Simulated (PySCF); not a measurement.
H2O, SMILES `O`.

Level of theory: PBE/def2-TZVP (PySCF), at a geometry from GFN2-xTB. No frequency check shows the geometry to be a minimum. Without diffuse functions Rydberg states are missing, so the states' numbers hold for this basis only.

Geometry (Å), atoms numbered from 1:

```
O1       0.0000    0.1138    0.0000
H2       0.7722   -0.4552    0.0000
H3      -0.7722   -0.4552    0.0000
```

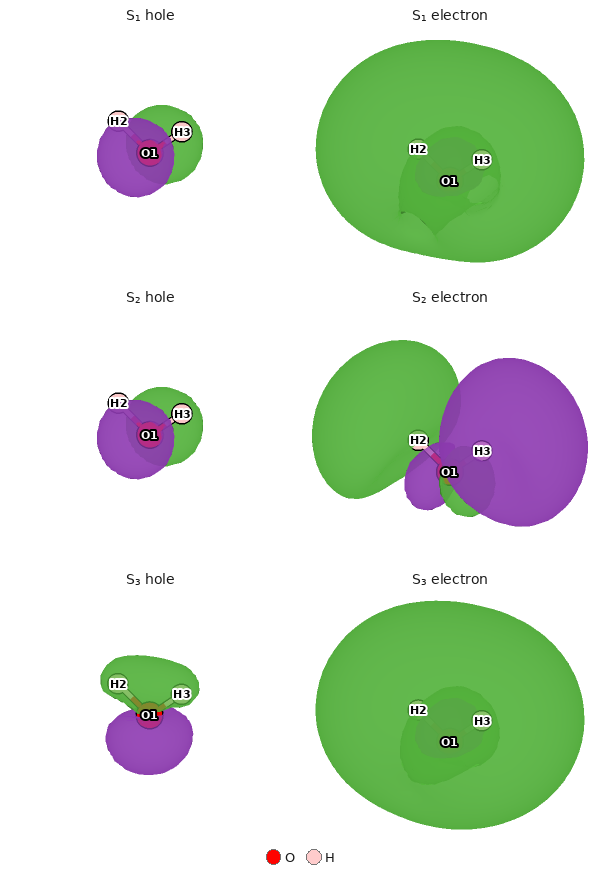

Leading natural transition orbitals (full linear response singlet states).

Describe these excited states.

By state:
- S₁: 7.17 eV (173 nm), f = 0.033, partly diffuse acceptor orbital, which a basis without diffuse functions describes poorly; the leading pair carries 100 %; hole on O1 (87 %) and H2 and H3 (6 % each), electron on H2 and H3 (37 % each) and O1 (27 %) (atom shares of so diffuse an orbital are rough); their centroids lie 0.7 Å apart.
- S₂: 9.06 eV (137 nm), f = 0.000 (dark), partly diffuse acceptor orbital, which a basis without diffuse functions describes poorly; the leading pair carries 100 %; hole on O1 (87 %) and H2 and H3 (6 % each), electron on H2 and H3 (39 % each) and O1 (22 %) (atom shares of so diffuse an orbital are rough); their centroids lie 0.8 Å apart.
- S₃: 9.26 eV (134 nm), f = 0.094, partly diffuse acceptor orbital, which a basis without diffuse functions describes poorly; the leading pair carries 99 %; hole on O1 (83 %) and H2 and H3 (8 % each), electron on H2 and H3 (36 % each) and O1 (28 %) (atom shares of so diffuse an orbital are rough); their centroids lie 0.8 Å apart.
